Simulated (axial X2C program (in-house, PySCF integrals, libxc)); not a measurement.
**ZrH: properties at the nuclei**

Aim: properties at the nuclei of ZrH, with spin–orbit coupling in the Hamiltonian from the start.

Program: an in-house X2C program for linear molecules on PySCF integrals. Level of theory: two-component X2C with atomic mean-field terms, Zr dyall-acv3z, H dyall-av3z. These are calculated values, not measurements.

## 1. Set-up

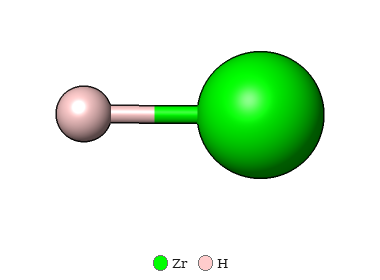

The two atoms at 1.860 Å (zirconium green, hydrogen pink).

Contents of task.json:

```json
{"zs": [40, 1], "q": 0, "bas": ["dyall-acv3z", "dyall-av3z"], "r0": 1.86, "levels": ["PBE0", "HF", "B3LYP"], "nst": 1, "ff": 1, "thr": -3.5, "nmax": 130, "opt": {"ecut": 60}}
```

Keys: zs atomic numbers; q charge; bas basis sets; r0 starting distance in Å; levels methods (HF also brings MP2); nst determinants followed; ff finite-field run; thr threshold in hartree for freezing inner shells (an s shell follows its p shell); nmax most natural virtual spinors; ecut virtual cutoff in hartree.

The run is started by

```sh
> python soeom.py task.json out
```

Nuclei are Gaussian, cores are contracted, and the Gaunt term is on.

## 2. Expectation values, lowest determinant

R = 1.856 Å. State: Ω = 3/2 (excess of +ω over −ω: ω = 3/2).

Output of the PBE0 run:

```text
two-component X2C + atomic mean field  PBE0
basis functions 196  fitting functions 887  grid points 5069
iter        total energy     max residual
   1      -3597.133162570     4.02e-01
   2      -3597.178633046     2.42e-03
   3      -3597.178648073     1.22e-03
   4      -3597.178669910     2.71e-04
   5      -3597.178670415     6.38e-05
   6      -3597.178670501     1.28e-05
   7      -3597.178670504     3.23e-06
   8      -3597.178670505     1.43e-06
converged
one-electron -4987.84109674  Coulomb 1495.98537026  exact exchange -28.33866083  xc functional -86.79137609  nuclear repulsion 11.40468127  atomic mean-field constant -1.59758838
```

The highest occupied spinor is 91% Zr d, 3% H p, 3% Zr p.

```
level  Eeff magnitude (GV/cm)  Ws magnitude Zr (kHz)  A∥/gI Zr (MHz)  qzz Zr (a.u.)  A∥/gI H (MHz)  qzz H (a.u.)  μ (D)
 PBE0                    2.05                  0.629            -416          -1.34           4.49          0.07  -2.43
   HF                    2.81                  0.877            -326          -1.83           2.82          0.08  -2.05
B3LYP                    2.18                  0.669            -437          -1.31           2.13          0.07  -2.40
```

Eeff is the effective electric field on the electron dipole moment in this Ω state and Ws the scalar–pseudoscalar constant (defined with the proton number Z and per Ω); A∥ is the parallel hyperfine constant, which follows by multiplying with the nuclear g factor gI = μI/(I μN); qzz is the electric field gradient, eQq0 = 234.96 MHz × Q/barn × qzz; μ is positive if H is the positive end. The operators were transformed with the bare-nucleus X2C matrices.

## 3. Finite-field coupled cluster

Output:

```text
two-component X2C + atomic mean field  HF
basis functions 196  fitting functions 887  grid points 5069
iter        total energy     max residual
   1      -3595.403276890     2.66e-01
   2      -3595.421340176     6.98e-03
   3      -3595.422859895     3.13e-03
   4      -3595.423420741     2.38e-03
   5      -3595.423744947     1.87e-03
   6      -3595.424064910     1.17e-03
   7      -3595.424197968     5.90e-04
   8      -3595.424231194     1.98e-04
   9      -3595.424235127     1.25e-04
  10      -3595.424236525     8.78e-05
  11      -3595.424237445     3.58e-05
  12      -3595.424237612     1.17e-05
  13      -3595.424237650     8.85e-06
  14      -3595.424237666     7.02e-06
  15      -3595.424237672     5.72e-06
  16      -3595.424237679     3.99e-06
  17      -3595.424237685     1.59e-06
  18      -3595.424237686     6.38e-07
converged
one-electron -4986.37136535  Coulomb 1494.53803823  exact exchange -113.39800345  xc functional 0.00000000  nuclear repulsion 11.40468127  atomic mean-field constant -1.59758838
correlated 13  virtual 327  natural virtual 130  E(MP2) -0.322817995  MP2 remainder -0.005006457
iter   CCSD correlation   residual
   1     -0.329168345   9.44e-02
   2     -0.335809177   3.79e-02
   3     -0.336937487   2.03e-02
   4     -0.337056559   1.24e-02
   5     -0.337227817   6.54e-03
   6     -0.337310440   3.18e-03
   7     -0.337309531   1.30e-03
   8     -0.337310170   5.67e-04
   9     -0.337304985   3.17e-04
  10     -0.337306916   2.05e-04
  11     -0.337306755   1.08e-04
  12     -0.337307889   5.41e-05
  13     -0.337307940   3.38e-05
  14     -0.337308235   2.32e-05
  15     -0.337308223   1.48e-05
(T) -0.010557068  T1 0.0395  D1 0.1223  max T2 0.046
```

T1 in the output is the amplitude norm over the root of the electron number; divide by √2 for the Lee–Taylor value.

13 electrons correlated in 130 natural virtual spinors, MP2 remainder added; T1 = 0.028.

```
  level  Eeff magnitude (GV/cm)  Ws magnitude Zr (kHz)  A∥/gI Zr (MHz)  qzz Zr (a.u.)  A∥/gI H (MHz)  μ (D)
     HF                    2.81                  0.877            -326          -1.83           2.82  -2.04
    MP2                    2.46                  0.753            -427          -1.49           2.66  -2.68
   CCSD                    2.53                  0.777            -391          -1.53           1.69  -2.43
CCSD(T)                     2.5                  0.766            -387          -1.48           1.37  -2.44
```

## 4. Outcome

| quantity | value |
| --- | --- |
| lowest determinant | Ω = 3/2 (excess of +ω over −ω: ω = 3/2) |
| Eeff magnitude (GV/cm), PBE0 | 2.05 |
| Ws magnitude Zr (kHz), PBE0 | 0.629 |
| A∥/gI Zr (MHz), PBE0 | -416 |
| qzz Zr (a.u.), PBE0 | -1.34 |
| Eeff magnitude (GV/cm), CCSD(T) | 2.5 |
| Ws magnitude Zr (kHz), CCSD(T) | 0.766 |
| A∥/gI Zr (MHz), CCSD(T) | -387 |
| qzz Zr (a.u.), CCSD(T) | -1.48 |

In words: In the first state, the effective field runs from 2.05 to 2.81 GV/cm over the mean-field levels. The expectation values come from single determinants, which for open shells can mix terms of unlike spin or miss the lowest Ω, so a determinant need not be a state. Eeff is the effective electric field on the electron dipole moment in this Ω state and Ws the scalar–pseudoscalar constant (defined with the proton number Z and per Ω); A∥ is the parallel hyperfine constant, which follows by multiplying with the nuclear g factor gI = μI/(I μN); qzz is the electric field gradient, eQq0 = 234.96 MHz × Q/barn × qzz; μ is positive if H is the positive end. The operators were transformed with the bare-nucleus X2C matrices. Correlation of the inner shells is missing, which matters for properties at the nucleus.
